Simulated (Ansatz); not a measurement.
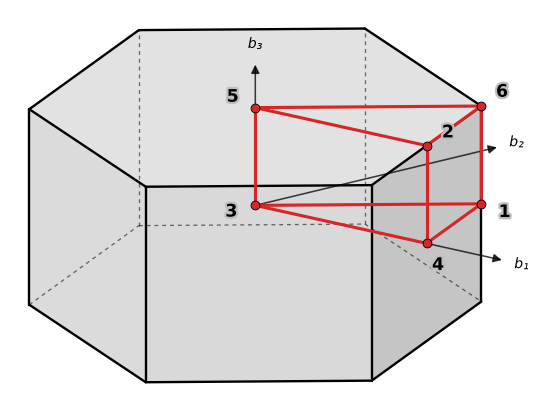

The first Brillouin zone of a primitive hexagonal lattice (hP; extended symbol hP2) is drawn with its special points numbered. Crystal: Zr, the input geometry of an electronic-structure calculation (not necessarily at equilibrium). Geometry calculated from the standardised cell; symmetry tolerance 0.002 Å.

a = 3.245 Å, b = 3.245 Å, c = 5.157 Å, α = 90.00°, β = 90.00°, γ = 120.00°.

Labels and path follow the convention of Hinuma et al. (2017), as computed by seekpath; the arrows show the directions of the reciprocal primitive vectors b₁, b₂, b₃, in which coordinates are given.

Give the label and coordinates of each numbered point.

Answer.
```
no.  label      coordinates
  1      K    (1/3, 1/3, 0)
  2      L    (1/2, 0, 1/2)
  3      Γ        (0, 0, 0)
  4      M      (1/2, 0, 0)
  5      A      (0, 0, 1/2)
  6      H  (1/3, 1/3, 1/2)
```
